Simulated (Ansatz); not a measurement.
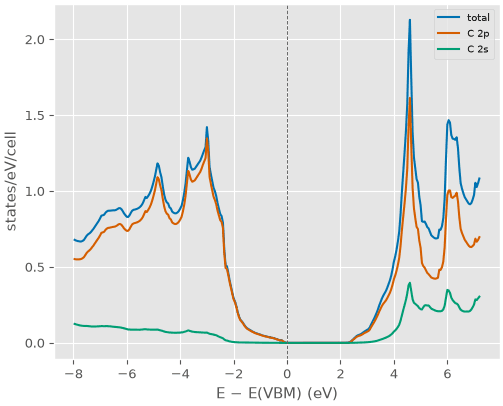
Total and projected density of states of C in space group P6_222 (No. 180; C on 3c), plane-wave PAW r²SCAN (Ansatz code)

Q: Which orbitals carry the states next to the gap?

A: Top 1 eV of the valence band: C 2p 97 %. Bottom 1 eV of the conduction band: C 2p 87 %, outside the projected shells 9 %. Projections are on Löwdin-orthogonalised atomic valence shells; empty p or d shells of many metals are not among them.

Q: Where is the tallest occupied peak in this window, and what makes it?

A: Near -3.0 eV, about 1.4 states/eV per cell; the largest projected share is C 2p.

The start of the workflow was typed in or built on a structure type; neither database checked (COD, Materials Project) lists it. It is not the phase usual at ambient conditions (space group No. 194, 227). The r²SCAN relaxation kept the symmetry of its start; whether a distortion lowers the energy is not shown.

Potentials: the earlier of the program's two PAW sets.
